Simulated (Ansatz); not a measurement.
# H4O2Sn: molecular dynamics

The plan is to follow the molecule's vibrations and see whether its bonds hold. The start is relaxed first. Runs: 300 steps of 1 fs at constant energy, with velocities drawn for 1000 K. SMILES of the start: [OH][SnH2][OH].

All numbers below are computed with Ansatz 0.2.0 (RKS PBE-D4/def2-SVP).

### Step 1. The system as given

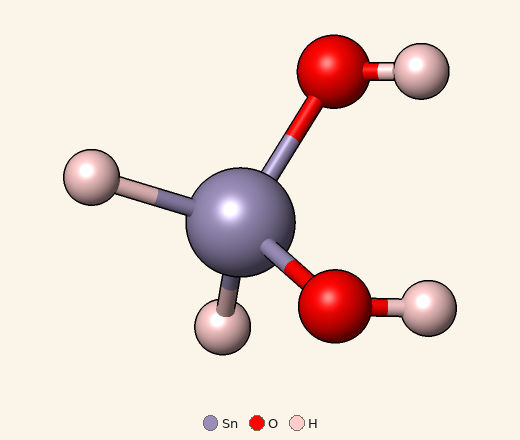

Start, viewed from a chosen angle; tin purple, oxygen red, hydrogen pink.

As a file:

```xyz
7

Sn    0.0000    0.0000    0.0000
O     0.0000    0.0000    1.9600
H    -0.9095   -0.2814    2.2971
H     1.6408    0.0000   -0.5794
H    -0.8195    1.4198   -0.5794
O    -0.9232   -1.5994   -0.6527
H    -1.3778   -2.0650    0.1197
```

### Step 2. Relaxing the start

input.yaml reads:

```yaml
crystal:
  periodic: [false, false, false]
  atoms:
    - { symbol: Sn, position_ang: [0.0, 0.0, 0.0] }
    - { symbol: O, position_ang: [0.0, 0.0, 1.96] }
    - { symbol: H, position_ang: [-0.9095, -0.2814, 2.2971] }
    - { symbol: H, position_ang: [1.6408, 0.0, -0.5794] }
    - { symbol: H, position_ang: [-0.8195, 1.4198, -0.5794] }
    - { symbol: O, position_ang: [-0.9232, -1.5994, -0.6527] }
    - { symbol: H, position_ang: [-1.3778, -2.065, 0.1197] }
basis:
  gaussian: { orbitals: def2-SVP }
hamiltonian:
  xc: pbe
  dispersion: d4
relax:
  f_tol: 0.02
  max_steps: 40
output:
  orbitals: {}
```

Started as:

```bash
> ansatz run input.yaml --threads 1 --pin off --max-ram 2048MiB --backend cpu --events-out ev --progress --plain --runs-dir out
```

The runs that follow: Dynamics.

Before running it: what results should come out? Wanted: relaxation of the start; temperature, first and last step; temperature, second half; potential energy, second half; largest change of the total energy; bonds formed or broken.

**Answer**, as computed:

```
                          quantity                          value
           relaxation of the start        9 moves, 0.243 eV lower
                            length              300 steps of 1 fs
  temperature, first and last step                 1000 and 337 K
          temperature, second half  mean 459 K, from 172 to 752 K
     potential energy, second half    +51 meV/atom from the start
largest change of the total energy                  1.40 meV/atom
            bonds formed or broken                              0
```

In words: The temperature starts at 1000 K and averages 459 K in the second half, where it ranges from 172 to 752 K; a mean near half the start is what vibrations about a minimum give, since they share energy equally between motion and strain. The total energy strays from its start by at most 1.40 meV/atom, 3.2 % of the mean kinetic energy, fair for a step of 1 fs. No bond forms or breaks. 300 fs on 7 atoms is far too short and small for converged averages. The nuclei move classically, without zero-point motion, which matters most for hydrogen.
